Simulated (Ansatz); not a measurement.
The starting structures come from a database of crystals and need not be the phases stable at ambient conditions.

 Where the default PAW files enter, the runs use the earlier of Ansatz's two default sets.

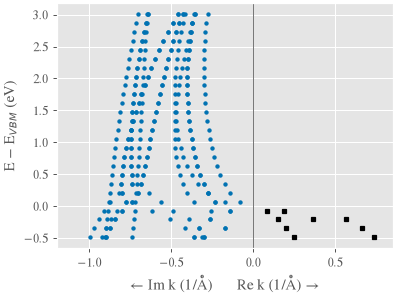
Complex bands at the centre of the two-dimensional zone; r2SCAN run with Ansatz (a first-principles code)

The gap is the functional's own. No spin-orbit coupling. Mid-gap values are interpolated on the energy grid.

**Question.** This is CsLaS2 (R-3m, not sure to be the ambient phase, 4 atoms a cell, 32.9 Å³ an atom) along the normal of (101). Read off the slowest decay at the centre of the two-dimensional zone at 1.47 eV, the computed energy nearest the middle of the gap.

**Answer.** κ ≈ 0.29 1/Å, a decay length 1/(2κ) of the density of 1.8 Å.
